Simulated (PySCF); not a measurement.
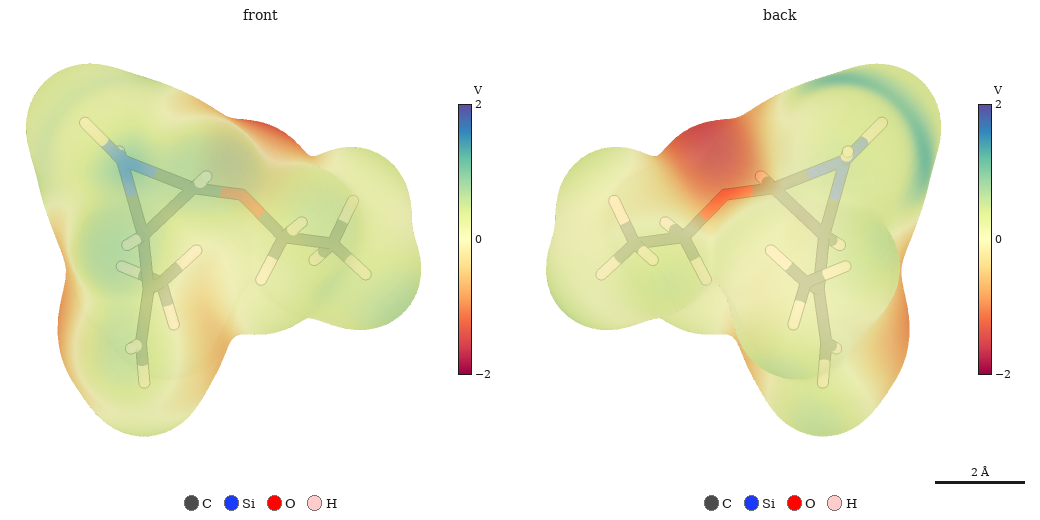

Figure. C7H14OSi. The electrostatic potential painted on the density surface at 0.002 e/bohr³, seen from the front and from behind; red is negative and blue positive.

Geometry: GFN2-xTB.

Theory: PySCF, PBE0/pcSseg-1, SCF density, gas phase, non-relativistic.

| atom | x (Å) | y (Å) | z (Å) |
| --- | --- | --- | --- |
| C | -1.9804 | -0.3483 | 1.7101 |
| C | -1.4762 | -0.1249 | 0.4999 |
| C | -1.3726 | -1.2225 | -0.5158 |
| C | -1.0354 | 1.2228 | 0.0973 |
| Si | -0.9784 | 1.8372 | -1.7021 |
| C | 0.3976 | 1.4730 | -0.4680 |
| O | 1.2376 | 0.3865 | -0.7038 |
| C | 1.8300 | -0.1293 | 0.4765 |
| C | 2.6470 | -1.3580 | 0.1150 |
| H | -2.0777 | 0.4348 | 2.4435 |
| H | -2.3142 | -1.3263 | 2.0133 |
| H | -1.5110 | -2.1952 | -0.0496 |
| H | -0.4054 | -1.1957 | -1.0115 |
| H | -2.1442 | -1.0919 | -1.2753 |
| H | -1.2947 | 1.9688 | 0.8451 |
| H | -1.3225 | 3.2302 | -1.9302 |
| H | -1.1790 | 0.8973 | -2.7846 |
| H | 0.9162 | 2.2863 | 0.0467 |
| H | 2.4745 | 0.6428 | 0.9266 |
| H | 1.0479 | -0.3874 | 1.2041 |
| H | 3.1486 | -1.7430 | 0.9983 |
| H | 1.9987 | -2.1306 | -0.2896 |
| H | 3.3889 | -1.0997 | -0.6359 |

**Which sites attract a positive test charge, and which a negative one?**

A positive charge is drawn to the negative regions and a negative charge to the positive ones. The most negative region (about −1.5 V) lies over O7, the most positive (about +1.1 V) over Si5. O7 is the likeliest acceptor of a hydrogen bond.

**What dipole moment does the calculation give?**

Its dipole moment is 0.53 D.
